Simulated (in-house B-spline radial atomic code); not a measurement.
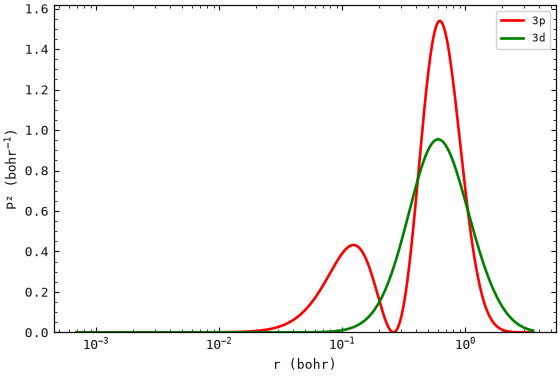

System: the copper ion Cu⁺, configuration [Ar] 3d10. The calculation used an in-house B-spline radial code at this level: scalar-relativistic (spin-free one-electron X2C) LDA (Slater, VWN5), spin-polarised, spherical fractional occupations, Fermi nucleus, basis-set limit. Radial functions and radii carry no picture-change correction.

The plot shows the radial probability densities P² of 3d and 3p.

> What does the plot show?

3p: outer maximum at 0.620 bohr, ⟨r⟩ = 0.751 bohr, 1 node, eigenvalue −80.7 eV; 3d: outer maximum at 0.601 bohr, ⟨r⟩ = 1.01 bohr, 0 nodes, eigenvalue −14.0 eV.
